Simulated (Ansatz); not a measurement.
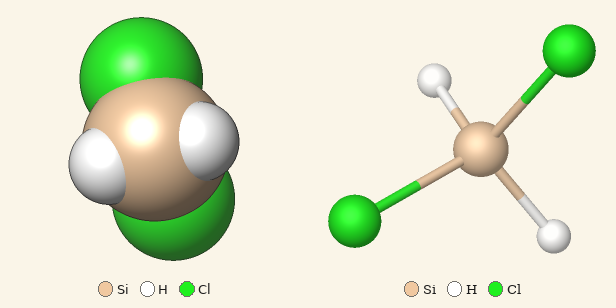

The same structure drawn twice, from different directions.

The geometry was computed by an optimisation with PBE0-D4/def2-TZVP.

What does the picture show?

It has 5 atoms: 2 chlorine, 2 hydrogen and 1 silicon (Cl2H2Si). This geometry has C2v symmetry. Coordination: 1 Si tetrahedral.

More results for the same structure follow; atom numbers are the same in all pictures, views and colours differ.

**Dipole moment**

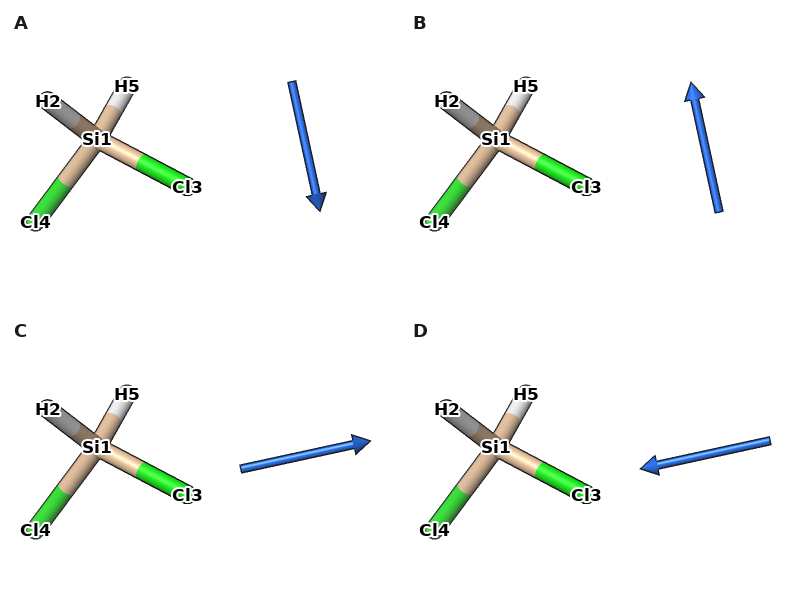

The same molecule four times, each with an arrow. Level of theory: RKS PBE0-D4/def2-TZVP (Ansatz 0.2.0).

Which arrow points along the dipole moment, from the negative to the positive end?

Answer. B. The dipole moment is 1.15 D; it points from the side of Cl3, Cl4 to the side of H2, H5 (the outermost atoms at the two ends).

**Electronic properties**

Level of theory: RKS PBE0-D4/def2-TZVPP (Ansatz 0.2.0).

Computed properties:

- HOMO energy (Kohn–Sham orbital): −9.10 eV
- LUMO energy (Kohn–Sham orbital): 0.05 eV
- HOMO–LUMO gap: 9.15 eV

**Vibrations**

Harmonic vibrations computed with RKS PBE0-D4/def2-TZVP (Ansatz 0.2.0) at a stationary point of the same level.

How many vibrational modes are there, and where do they lie?

Answer. 9 modes: 185, 529, 592, 593, 707, 870, 950, 2272, 2286 cm⁻¹.

**Charges**

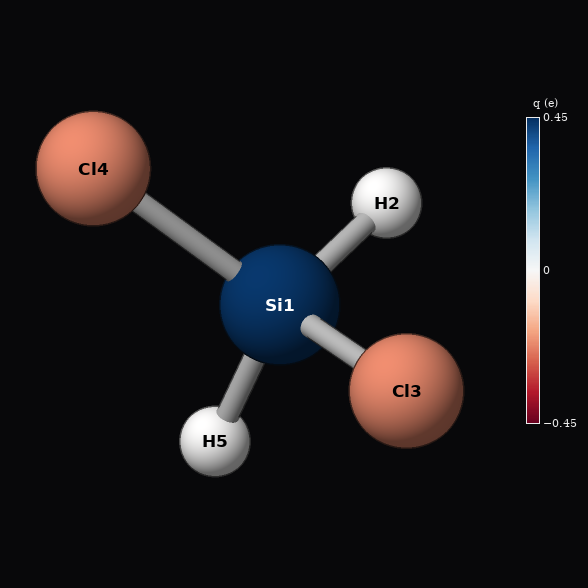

Atoms are coloured by their Mulliken charges. Method: RKS PBE0-D4/def2-TZVP (Ansatz 0.2.0).

List the Mulliken charges.

```json
{"atom": "Si1", "value (e)": "0.44"}
{"atom": "H2", "value (e)": "0.00"}
{"atom": "Cl3", "value (e)": "−0.22"}
{"atom": "Cl4", "value (e)": "−0.22"}
{"atom": "H5", "value (e)": "0.00"}
```

Mulliken values depend strongly on the basis set and can even reverse the polarity of a bond.
